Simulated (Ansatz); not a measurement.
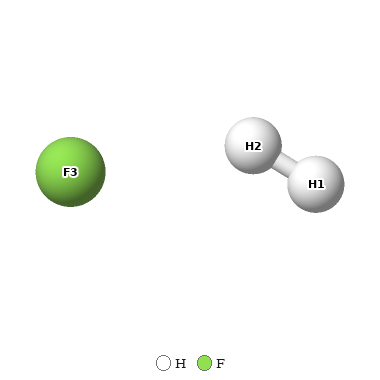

The system is H⁻ + HF; the picture shows the reference structure. Coordinates scanned: (1) distance H1–H2; (2) distance H2–F3. Nothing is relaxed (the angle H1–H2–F3 is fixed at 140 degrees). The scan uses a 17 × 17 grid. Energies: kcal/mol, counted from H with charge -1 far from the relaxed HF (each part in its own basis). The restricted reference is unstable at some or all points, so the energies there are unreliable. Computed with RHF-MP2, frozen core/aug-cc-pVTZ (Ansatz).

Its coordinates:

```tsv
atom	x (Å)	y (Å)	z (Å)
H	-0.7740	0.0000	0.0000
H	0.0000	0.0000	0.0000
F	1.4930	1.2528	0.0000
```

Range: distance H1–H2 from 0.592 to 2.192 Å; distance H2–F3 from 0.728 to 2.328 Å.

Q: What will the energy surface look like?

A: The lowest grid point is at distance H1–H2 = 0.774 Å, distance H2–F3 = 1.949 Å, −37 kcal/mol from H with charge -1 far from the relaxed HF (each part in its own basis). The highest grid point, distance H1–H2 = 0.592 Å, distance H2–F3 = 0.728 Å, lies 214 kcal/mol above the lowest.

```
distance H2–F3 ↓, distance H1–H2 →  0.636  0.774  0.945  1.138  1.349  1.575  1.813  2.063
                             2.199    −31    −37    −27     −8     13     34     52     66
                             1.949    −30    −37    −29    −11      9     28     44     57
                             1.711    −27    −36    −30    −15      2     19     33     45
                             1.485    −20    −33    −31    −20     −6      7     19     29
                             1.274     −7    −25    −29    −24    −16     −7      2      9
                             1.081     18     −9    −22    −25    −23    −20    −15    −11
                             0.910     59     21     −2    −14    −19    −20    −19    −17
                             0.772    122     76     44     25     15     10      9      9
```

The table holds every second grid line.

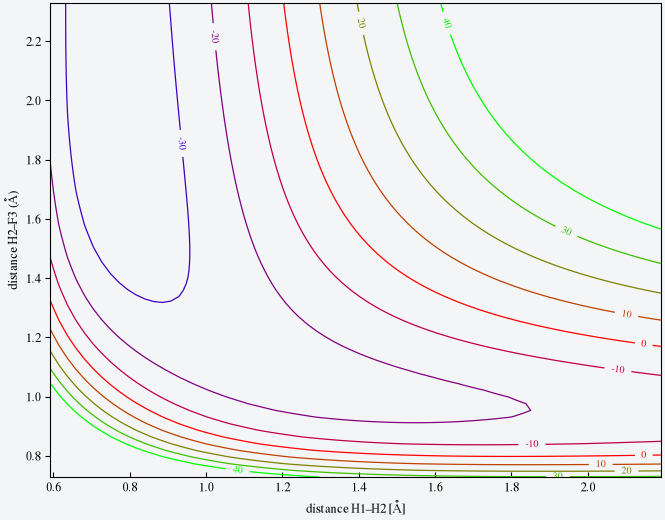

Drawn: contour lines labelled in kcal/mol (none above 40). Between grid points the surface is interpolated.

The whole map (289 points run) took 4.5 min on 1 thread of Arm Neoverse V1, on a shared host.
